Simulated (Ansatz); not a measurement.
**ClGaH$_{2}$···H (doublet): density, localisation and related maps**

The calculation's input:

```
crystal:
  periodic: [false, false, false]
  atoms:
    - { symbol: Ga, position_ang: [0.005694, -0.001071, -0.148646] }
    - { symbol: Cl, position_ang: [0.054123, -0.050517, 2.070213] }
    - { symbol: H, position_ang: [1.446568, 0.012172, -0.770875] }
    - { symbol: H, position_ang: [-1.459301, 0.012167, -0.710747] }
    - { symbol: H, position_ang: [-0.047083, 0.027248, 4.640055] }
magnetization:
  spin_polarized: true
  initial_magnetization: 1
basis:
  gaussian: { orbitals: def2-SVP }
hamiltonian:
  xc: pbe
relax:
  f_tol: 0.03
  max_steps: 50
output:
  orbitals: {}
```

Run with:

```sh
ansatz run input.yaml --threads 1 --pin off --max-ram 2048MiB --backend cpu --events-out ev --progress --plain --runs-dir out
```

The fields are those of the run's last geometry, not of the input's.

The calculation used UKS PBE/def2-SVP in Ansatz 0.2.0.

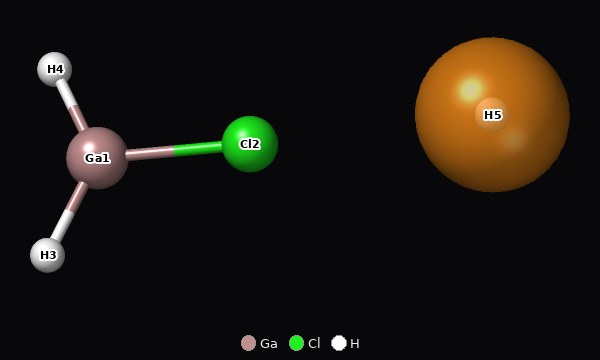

Figure 1. Isosurface of the spin density (α minus β) at +0.04 e/Å³ (orange), seen at a tilt.

Where is the unpaired spin?

Answer. The unpaired spin (1 electron) lies mostly on H5 (about 1.0), in electrons by Hirshfeld's partition.

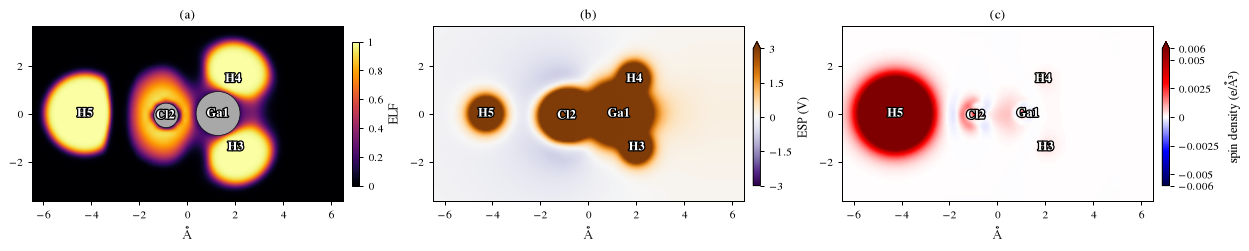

Figure 2. (a) ELF; (b) electrostatic potential; (c) spin density on the molecular plane. Grey discs cover the atomic cores in the ELF map.

What does the map show?

Answer.
- The plane passes through Ga, Cl and H nuclei.
- Ga–Cl (2.17 Å): the ELF peaks at about 0.80 in the valence shell of Cl, 0.9 Å from its nucleus, and is about 0.50 at the midpoint.
- Ga–H (1.57 Å): the ELF climbs to about 1 towards the hydrogen.
- The ELF also peaks beside Cl2, away from the bonds: non-bonding electrons, paired or unpaired.
- Outside the dense part of the complex the potential is most negative (−0.7 V) near Cl2.

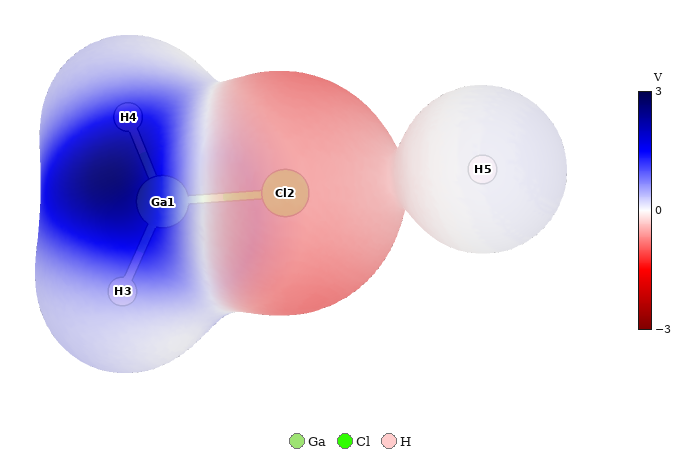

Figure 3. The molecular electrostatic potential painted on the density surface at 0.002 e/bohr³, seen at a tilt; red is negative and blue positive.

Describe the electrostatic potential map.

Answer. The most negative region (about −0.7 V, or −16 kcal/mol for a unit charge) lies over Cl2, the most positive (about +2.7 V, or +62 kcal/mol for a unit charge) over Ga1.
